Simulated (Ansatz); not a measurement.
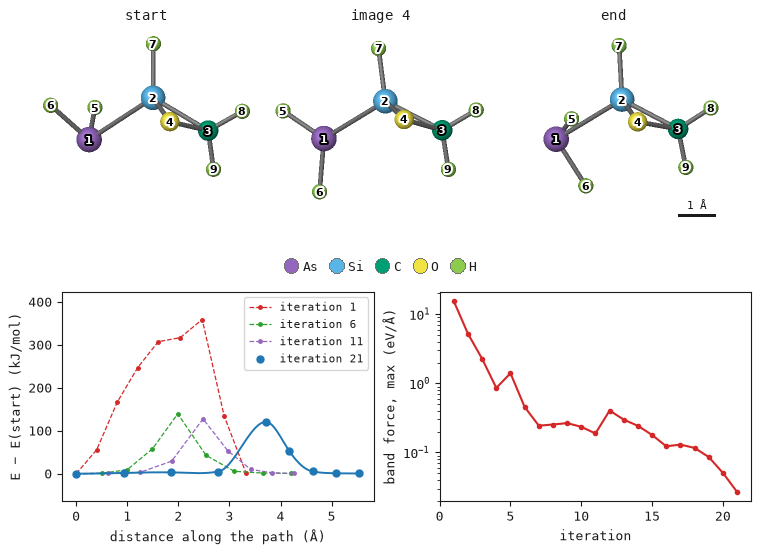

A nudged-elastic-band calculation for CH$_{5}$AsOSi. Images are numbered from 0 (start) to 8 (end). The plot follows the band through its iterations. The picture is a ball-and-stick view, seen at a tilt.

All numbers below come from RKS B3LYP/def2-SVP (Ansatz). Settings: 7 movable images; climbing image; force threshold 0.03 eV/Å; iteration limit 60; starting path through a guess of the saddle point.

**How did the profile develop, and is the result final?**

The result is final at these settings. The band converged in 21 iterations. The largest component of the band force went from 15 to 0.027 eV/Å. The climbing image converged on the top of the path. Its vibrational analysis gives one imaginary mode (693i cm⁻¹), as a transition state must have. The first iteration put the highest image at 359.0 kJ/mol. The barrier is about 120.7 kJ/mol in both directions, with image 4 at the top; the ends have nearly the same energy.
